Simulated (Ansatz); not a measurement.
**C$_{2}$H$_{8}$GeO: a changed input and its effect**

System: C$_{2}$H$_{8}$GeO.
Method of the first run: RKS PBE0-D4/def2-TZVP (Ansatz 0.2.0).

The geometry comes from this level: PBE-D4/def2-SVP. Text and figures count atoms from 1; the logs count them from 0 in places.

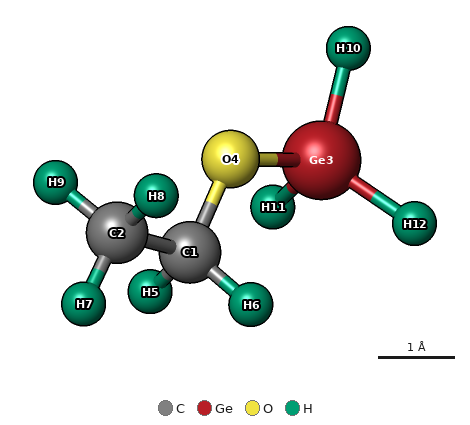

**Figure 1.** The structure as given in the input (ball-and-stick view, seen at a tilt; atoms are numbered from 1 in the order of the input). Sticks mark near contacts. Bond lengths as drawn: C–C 1.52 Å, C–H 1.11 to 1.12 Å, C–O 1.42 Å, Ge–H 1.54 to 1.56 Å and Ge–O 1.80 Å.

### Input, the first run
```yaml
crystal:
  periodic: [false, false, false]
  atoms:
    - {symbol: C, position_ang: [-0.545842, 0.044700, 0.422081]}
    - {symbol: C, position_ang: [-0.376287, 0.053204, 1.932511]}
    - {symbol: Ge, position_ang: [0.833307, -0.083990, -1.983332]}
    - {symbol: O, position_ang: [0.738050, -0.034023, -0.182608]}
    - {symbol: H, position_ang: [-1.087645, 0.968363, 0.096063]}
    - {symbol: H, position_ang: [-1.187906, -0.820291, 0.117782]}
    - {symbol: H, position_ang: [-1.360195, 0.116579, 2.440079]}
    - {symbol: H, position_ang: [0.135324, -0.870453, 2.269777]}
    - {symbol: H, position_ang: [0.239190, 0.919462, 2.247829]}
    - {symbol: H, position_ang: [2.346721, -0.162468, -2.281081]}
    - {symbol: H, position_ang: [0.192362, 1.207115, -2.572655]}
    - {symbol: H, position_ang: [0.072912, -1.338209, -2.506444]}
basis:
  gaussian: {orbitals: def2-TZVP, initial_orbitals: start.molden}
hamiltonian: {xc: pbe0, dispersion: d4}
scf: {omitted_lower_state_checks: [starts]}
output: {orbitals: {seedname: orbitals}}
```

Launched with:
```bash
ansatz run in.yaml --threads 2 --pin off --events-out ev --progress --plain --max-ram 4352MiB
```

Hardware: 2 threads of Arm Neoverse V1, 23 GiB of memory available, shared host.

### Output (the first run)
```
Functional definition: PBE0
  parameter a = 0.25
  parameter kappa = 0.804
  parameter beta = 0.06672455060314922
  exchange = (1 - a)*pbe_x(kappa = kappa, mu = beta*pi^2/3) + a*exact_x
  correlation = pbe_c(beta = beta)
these checks for a lower state are left out or cut short: starts
1264 factors; their error is unknown
mean field evaluation 1: about -60756.6360 eV, gradient 1.5e2 eV
mean field evaluation 2: about -60759.1222 eV, gradient 3.1e0 eV
mean field evaluation 4: about -60759.4135 eV, gradient 4.3e-1 eV
mean field evaluation 8: about -60759.4137 eV, gradient 1.8e-5 eV
mean field -60759.41371330 eV, -2232.8672697539 hartree, gradient 1.8e-5 eV, S^2 0.000000; 0 other end points of the search recorded, 0 dependent functions left out
reference -60759.41374914 eV, -2232.8672710712 hartree; 30, 30 occupied and 159, 159 virtual orbitals, 1264 factors
Total energy: -60759.58154847 eV, -2232.8734375827 hartree
Checks for a lower state left out: starts
```

For the second run the input was changed thus:
```diff
-hamiltonian: {xc: pbe0, dispersion: d4}
+hamiltonian: {xc: {name: LC-wPBE}}
```

Predict how the results change.

The total energies belong to different models, so their difference says nothing on which is more stable or more accurate. The HOMO goes from −7.67 to −10.42 eV. The LUMO goes from 0.28 to 2.48 eV.

### Output (the second run)
```
Functional definition: LC-wPBE
  parameter omega = 0.4/bohr
  exchange = pbe_x_sr(omega) + exact_x_lr(omega)
  correlation = pbe_c
these checks for a lower state are left out or cut short: starts
1221 factors; their error is unknown
408 factors; integrals over basis functions are off by at most 1.2e-5 eV
mean field evaluation 1: about -60761.6641 eV, gradient 9.8e0 eV
mean field evaluation 2: about -60761.7785 eV, gradient 1.5e-1 eV
mean field evaluation 4: about -60761.7434 eV, gradient 4.8e-4 eV
mean field -60761.74343074 eV, -2232.9528852906 hartree, gradient 1.3e-5 eV, S^2 0.000000; 0 other end points of the search recorded, 0 dependent functions left out
reference -60761.74343074 eV, -2232.9528852909 hartree; 30, 30 occupied and 159, 159 virtual orbitals, 1221 factors
Total energy: -60761.74343074 eV, -2232.9528852909 hartree
Checks for a lower state left out: starts
```

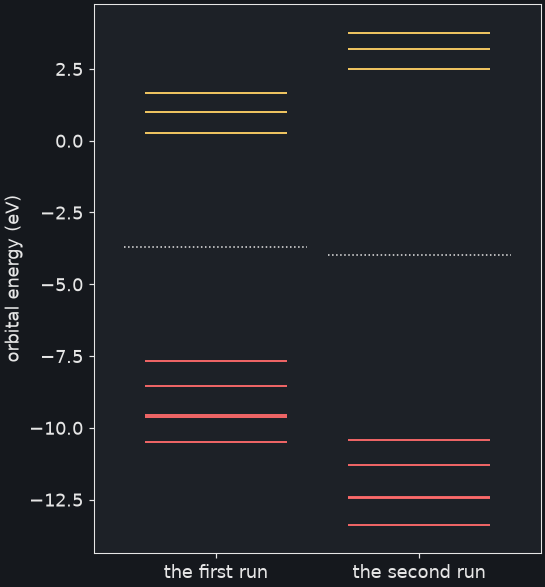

**Figure 2.** The five highest filled and three lowest empty orbital energies of the two runs; the dotted lines part filled from empty levels. The HOMO–LUMO gap is 7.95 eV in the first run and 12.90 eV in the second run.

### The two runs side by side

| quantity | the first run | the second run |
| --- | --- | --- |
| outcome | converged | converged |
| total energy (hartree) | −2232.873438 | −2232.952885 |
| HOMO (eV) | −7.67 | −10.42 |
| LUMO (eV) | 0.28 | 2.48 |
| basis functions | 189 | 189 |
| wall time (shared host) | 5.5 s | 4.2 s |
